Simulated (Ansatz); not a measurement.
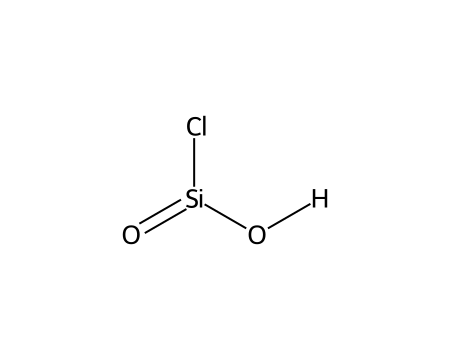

A structural formula.

Transcribe the drawing into SMILES.

O=[Si](O)Cl

What is the molecular formula?

ClHO2Si.

An optimisation with PBE0-D4/def2-TZVP gave a structure of which point group?

Cs.

More results for the same structure follow; atom numbers are the same in all pictures, views and colours differ. The computed structure is the end point of a PBE0-D4/def2-TZVP optimisation. No frequency run is at hand to confirm it as a minimum.

### Geometry

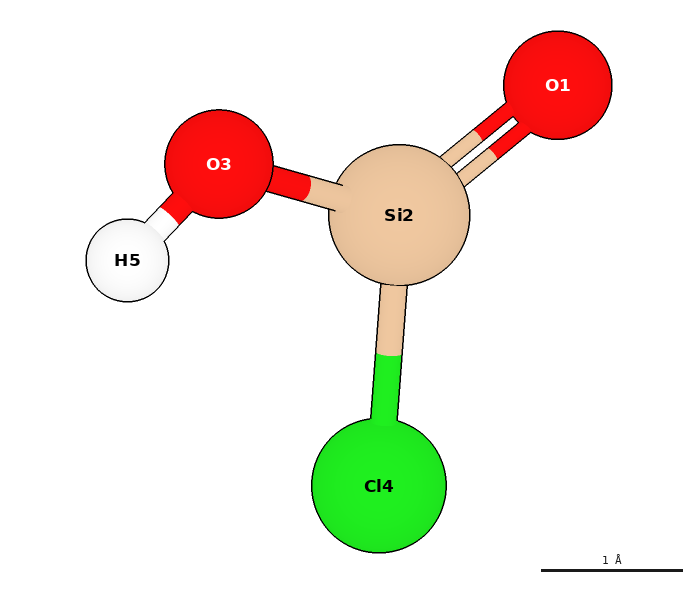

The atoms are numbered. No frequency run is at hand to confirm it as a minimum.

What is the geometry at Si2?

Si2 has 3 neighbours (O1 at 1.51, O3 at 1.61, Cl4 at 2.02 Å); the arrangement is trigonal planar.

How are the neighbours of atom 3 arranged?

O3 has 2 neighbours (Si2 at 1.61, H5 at 0.96 Å); the arrangement is bent.

### Dipole moment

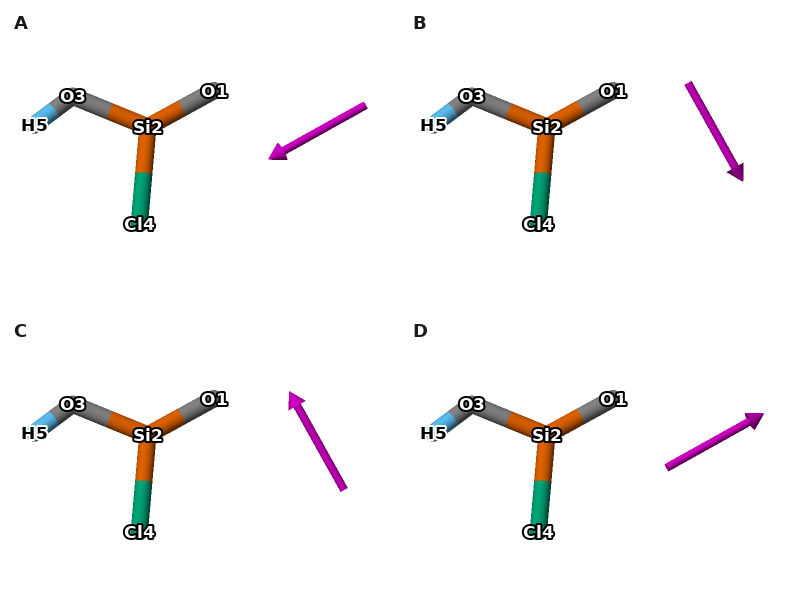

The same molecule four times, each with an arrow. No frequency run is at hand to confirm it as a minimum. Method: RKS PBE0-D4/def2-TZVP (Ansatz 0.2.0).

Which arrow points along the dipole moment, from the negative to the positive end?

A. The dipole moment is 4.66 D; it points from the side of O1 to the side of H5 (the outermost atoms at the two ends).

### Electronic properties

No frequency run is at hand to confirm it as a minimum. Level of theory: RKS PBE0-D4/def2-TZVPP (Ansatz 0.2.0).

Predict the main results.

- HOMO energy (Kohn–Sham orbital): −8.69 eV
- LUMO energy (Kohn–Sham orbital): −1.41 eV
- HOMO–LUMO gap: 7.28 eV

### Charges

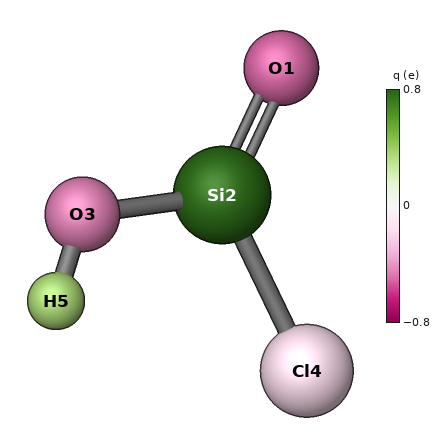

Atoms are coloured by their Mulliken charges. No frequency run is at hand to confirm it as a minimum. Level of theory: RKS PBE0-D4/def2-TZVP (Ansatz 0.2.0).

Which atom carries the highest charge (most positive or least negative)?

Si2 (0.77 e).

And the lowest?

O1 (−0.50 e).

List the Mulliken charges.

| atom | value (e) |
| --- | --- |
| O1 | −0.50 |
| Si2 | 0.77 |
| O3 | −0.45 |
| Cl4 | −0.16 |
| H5 | 0.34 |

Mulliken values depend strongly on the basis set and can even reverse the polarity of a bond.
